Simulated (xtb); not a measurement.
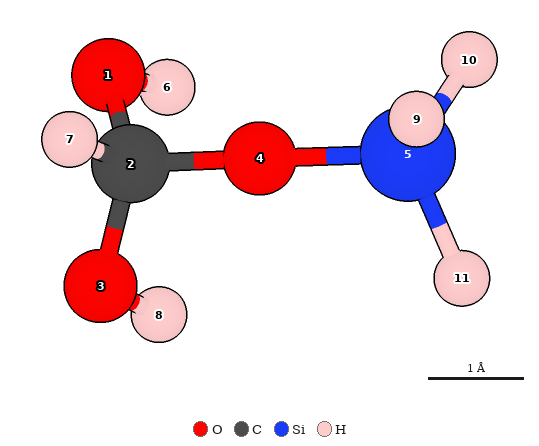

**Figure 1.** The input geometry (ball-and-stick view, seen at a tilt; atoms are numbered from 1 in the order of the input). Bond lengths as drawn: C–H 1.10 Å, C–O 1.38 to 1.41 Å, H–O 0.97 Å, H–Si 1.45 Å and O–Si 1.61 Å.

**CH$_{6}$O$_{3}$Si: geometry relaxation (part 1 of 3)**

System: CH$_{6}$O$_{3}$Si, SMILES OC(O)O[SiH3].
Method: GFN1-xTB, ALPB solvent thf (xtb 6.7.1 later snapshot).

The starting geometry was optimised with GFN1-xTB.

What the program printed:
```
* xtb version 6.7.1
   ID    Z sym.   atoms
    1    8 O      1, 3, 4
    2    6 C      2
    3   14 Si     5
    4    1 H      6-11

           -------------------------------------------------
          |                Calculation Setup                |
           -------------------------------------------------

          program call               : xtb struc.xyz -c 0 --uhf 0 -I detailed.inp --alpb thf -o --gfn 1
          coordinate file            : struc.xyz
          omp threads                :                     1

           -------------------------------------------------
          |                 G F N 1 - x T B                 |
           -------------------------------------------------

      * Hamiltonian:
        H0-scaling (s, p, d)           1.850000    2.250000    2.000000
        zeta-weighting                 0.000000
      * Dispersion:
        s8                             2.400000
        a1                             0.630000
        a2                             5.000000
        s9                             0.000000
      * Repulsion:
        kExp                           1.500000
        rExp                           1.000000
      * Coulomb:
        alpha                          2.000000
        third order                    atomic
        anisotropic                    false
      * Halogen bond correction:
        rad-scale                      1.300000
        damping                        0.440000

      * Solvation model:               ALPB
        Solvent                        thf
        Parameter file                 internal GFN1-xTB/ALPB
        Dielectric constant                7.6000E+00
        Reference state                gsolv [1 M gas/solution]
        Free energy shift                  6.2343E-03 Eh       3.9121E+00 kcal/mol
        Temperature                        2.9815E+02 K
        Density                            8.8300E-01 kg/L
        Solvent mass                       7.2106E+01 g/mol
        Interaction kernel             P16
        Born radius scaling (c1)           1.7918E+00
        Born radii integrator          GBOBC
        Born offset                        0.0000E+00 a0       0.0000E+00 AA
        H-bond correction              true
        Ion screening                  false
        Surface tension                    1.0000E-05 Eh       1.5569E+01 dyn/cm
        Grid points                               974 per atom

          ...................................................
          :                      SETUP                      :
          :.................................................:
          :  # basis functions                  38          :
          :  # atomic orbitals                  37          :
          :  # shells                           23          :
          :  # electrons                        32          :
          :  # halogen bonds                     0          :
          :  max. iterations                   250          :
          :  Hamiltonian                  GFN1-xTB          :
          :  restarted?                      false          :
          :  GBSA solvation                   true          :
          :  PC potential                    false          :
          :  electronic temp.          300.0000000     K    :
          :  accuracy                    1.0000000          :
          :  -> integral cutoff          0.2500000E+02      :
          :  -> integral neglect         0.1000000E-07      :
          :  -> SCF convergence          0.1000000E-05 Eh   :
          :  -> wf. convergence          0.2000000E-04 e    :
          :  Broyden damping             0.4000000          :
          :  net charge                          0          :
          :  unpaired electrons                  0          :
          ...................................................

 iter      E             dE          RMSdq      gap      omega  full diag
   1    -21.4687374 -0.214687E+02  0.667E+00    7.70       0.0  T
   2    -21.5563090 -0.875716E-01  0.375E+00    7.38       1.0  T
   3    -21.5572987 -0.989654E-03  0.123E+00    7.16       1.0  T
   4    -21.5578499 -0.551265E-03  0.162E-01    7.17       1.0  T
   5    -21.5578984 -0.484785E-04  0.382E-02    7.19       1.0  T
   6    -21.5579028 -0.442171E-05  0.521E-03    7.19       5.8  T
   7    -21.5579030 -0.160159E-06  0.146E-03    7.19      20.6  T
   8    -21.5579030 -0.225090E-08  0.301E-04    7.19     100.3  T
   9    -21.5579030 -0.467768E-09  0.104E-04    7.19     289.3  T
  10    -21.5579030 -0.806963E-10  0.364E-05    7.19     827.8  T

   *** convergence criteria satisfied after 10 iterations ***

         #    Occupation            Energy/Eh            Energy/eV
      -------------------------------------------------------------
         1        2.0000           -0.8148584             -22.1734
       ...           ...                  ...                  ...
        10        2.0000           -0.5647295             -15.3671
        11        2.0000           -0.5364080             -14.5964
        12        2.0000           -0.5181226             -14.0988
        13        2.0000           -0.5082599             -13.8305
        14        2.0000           -0.5068008             -13.7908
        15        2.0000           -0.4511585             -12.2766
        16        2.0000           -0.4511260             -12.2758 (HOMO)
        17                         -0.1868924              -5.0856 (LUMO)
        18                         -0.1444017              -3.9294
        19                         -0.1425587              -3.8792
        20                         -0.1142616              -3.1092
        21                         -0.0979047              -2.6641
       ...                                ...                  ...
        37                          1.4050419              38.2331
      -------------------------------------------------------------
                  HL-Gap            0.2642336 Eh            7.1902 eV
             Fermi-level           -0.3190092 Eh           -8.6807 eV

 SCC (total)                   0 d,  0 h,  0 min,  0.008 sec
 SCC setup                      ...        0 min,  0.001 sec (  6.176%)
 Dispersion                     ...        0 min,  0.000 sec (  0.332%)
 classical contributions        ...        0 min,  0.000 sec (  0.117%)
 integral evaluation            ...        0 min,  0.002 sec ( 21.590%)
 iterations                     ...        0 min,  0.003 sec ( 32.623%)
 molecular gradient             ...        0 min,  0.003 sec ( 37.775%)
 printout                       ...        0 min,  0.000 sec (  1.235%)

         :::::::::::::::::::::::::::::::::::::::::::::::::::::
         ::                     SUMMARY                     ::
         :::::::::::::::::::::::::::::::::::::::::::::::::::::
         :: total energy             -21.434316110631 Eh    ::
         :: w/o Gsasa/hb/shift       -21.425225626813 Eh    ::
         :: gradient norm              0.008406643807 Eh/a0 ::
         :: HOMO-LUMO gap              7.190162735619 eV    ::
         ::.................................................::
         :: SCC energy               -21.557902982319 Eh    ::
         :: -> electrostatic           0.126912967530 Eh    ::
         :: -> Gsolv                  -0.016928478756 Eh    ::
         ::    -> Gelec               -0.007837994939 Eh    ::
         ::    -> Gsasa               -0.005565003183 Eh    ::
         ::    -> Ghb                 -0.009759768052 Eh    ::
         ::    -> Gshift               0.006234287418 Eh    ::
         :: repulsion energy           0.126663682857 Eh    ::
         :: dispersion energy         -0.003076811169 Eh    ::
         :: halogen bond corr.         0.000000000000 Eh    ::
         :: add. restraining           0.000000000000 Eh    ::
         :: total charge               0.000000000000 e     ::
         :::::::::::::::::::::::::::::::::::::::::::::::::::::

      -----------------------------------------------------------
     |                   =====================                   |
     |                        A N C O P T                        |
     |                   =====================                   |
     |               Approximate Normal Coordinate               |
     |                Rational Function Optimizer                |
      -----------------------------------------------------------

          ...................................................
          :                      SETUP                      :
          :.................................................:
          :   optimization level            normal          :
          :   max. optcycles                   200          :
          :   ANC micro-cycles                  20          :
          :   degrees of freedom                27          :
          :.................................................:
          :   RF solver                   davidson          :
          :   write xtbopt.log                true          :
          :   linear?                        false          :
          :   energy convergence         0.5000000E-05 Eh   :
          :   grad. convergence          0.1000000E-02 Eh/α :
          :   maximum RF displ.          1.0000000          :
          :   Hlow (freq-cutoff)         0.1000000E-01      :
          :   Hmax (freq-cutoff)         5.0000000          :
          :   S6 in model hess.         20.0000000          :
          ...................................................

generating ANC from exact Hessian ...
Using Lindh-Hessian (1995)
 Shifting diagonal of input Hessian by    1.0115962592327100E-002
 Lowest  eigenvalues of input Hessian
    0.010000    0.000000    0.000000    0.000000    0.000000    0.000000
    0.000000    0.012393    0.022243    0.034595    0.035038    0.037740
    0.043676    0.044326    0.055917    0.074878    0.118168    0.126253
 Highest eigenvalues
    1.108184    1.193783    1.254381    1.500511    1.698239    2.123805

........................................................................
.............................. CYCLE    1 ..............................
........................................................................

 iter      E             dE          RMSdq      gap      omega  full diag
   1    -21.5579030 -0.215579E+02  0.210E-05    7.19       0.0  T
   2    -21.5579030 -0.499867E-11  0.411E-06    7.19    7328.3  T
   3    -21.5579030 -0.124345E-12  0.113E-06    7.19   26617.2  T
     SCC iter.                  ...        0 min,  0.001 sec
     gradient                   ...        0 min,  0.003 sec
 * total energy  :   -21.4343161 Eh     change       -0.1300293E-10 Eh
   gradient norm :     0.0084067 Eh/α   predicted     0.0000000E+00 (-100.00%)
   displ. norm   :     0.0676595 α      lambda       -0.2020212E-03
   maximum displ.:     0.0580252 α      in ANC's #3, #9, #7, ...

........................................................................
.............................. CYCLE    2 ..............................
........................................................................

 iter      E             dE          RMSdq      gap      omega  full diag
   1    -21.5582409 -0.215582E+02  0.715E-03    7.19       0.0  T
   2    -21.5582409 -0.492926E-07  0.408E-03    7.19       7.4  T
   3    -21.5582409 -0.866547E-08  0.731E-04    7.19      41.3  T
   4    -21.5582409 -0.747839E-09  0.293E-04    7.19     103.0  T
   5    -21.5582409 -0.139973E-09  0.494E-05    7.19     610.8  T
   6    -21.5582409 -0.633449E-11  0.793E-06    7.19    3802.8  T
     SCC iter.                  ...        0 min,  0.001 sec
     gradient                   ...        0 min,  0.003 sec
 * total energy  :   -21.4344715 Eh     change       -0.1553460E-03 Eh
   gradient norm :     0.0050153 Eh/α   predicted    -0.1014725E-03 ( -34.68%)
   displ. norm   :     0.1121158 α      lambda       -0.1995674E-03
   maximum displ.:     0.1012514 α      in ANC's #3, #9, #11, ...

........................................................................
.............................. CYCLE    3 ..............................
........................................................................

 iter      E             dE          RMSdq      gap      omega  full diag
   1    -21.5583254 -0.215583E+02  0.145E-02    7.18       0.0  T
   2    -21.5583260 -0.566632E-06  0.740E-03    7.18       4.1  T
   3    -21.5583260 -0.266706E-07  0.340E-03    7.18       8.9  T
   4    -21.5583260 -0.716513E-08  0.501E-04    7.18      60.1  T
   5    -21.5583260 -0.624059E-09  0.115E-04    7.18     263.2  T
   6    -21.5583260 -0.269758E-10  0.221E-05    7.18    1364.7  T
     SCC iter.                  ...        0 min,  0.001 sec
     gradient                   ...        0 min,  0.003 sec
 * total energy  :   -21.4346010 Eh     change       -0.1295880E-03 Eh
   gradient norm :     0.0033816 Eh/α   predicted    -0.1010374E-03 ( -22.03%)
   displ. norm   :     0.0731876 α      lambda       -0.6345219E-04
   maximum displ.:     0.0661222 α      in ANC's #3, #6, #9, ...
```
